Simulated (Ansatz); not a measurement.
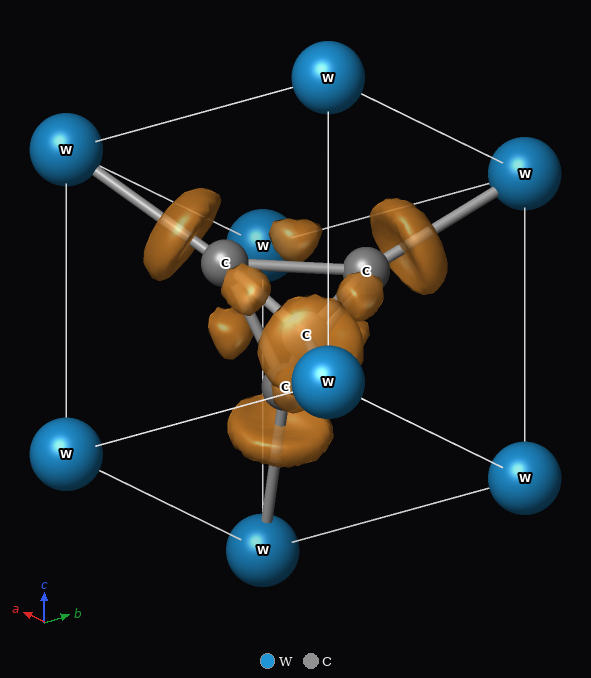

WC₄. Isosurface of the ELF at 0.8 (orange), seen at an oblique angle. Core shells and regions of very low density are left out. Sticks mark near contacts.

Space group P-43m; a structure generated by program, which may or may not match a known phase.

The calculation used Ansatz, DFT PBE, scalar-relativistic, plane waves, PAW.

**Describe the localisation domains.**

The ELF exceeds this value in six regions between bonded C–C atoms and four lobes of the valence shell of C pointing towards W (polar bonds), counted in one cell of 5 atoms. Any copies at cell faces, edges or corners count once. Along the contacts the grid gives the following. C–C (1.55 Å): the ELF peaks at about 0.75 between the atoms. W–C (2.12 Å): the ELF peaks at about 0.90 in the valence shell of C, 0.7 Å from its nucleus, and is about 0.40 at the midpoint.
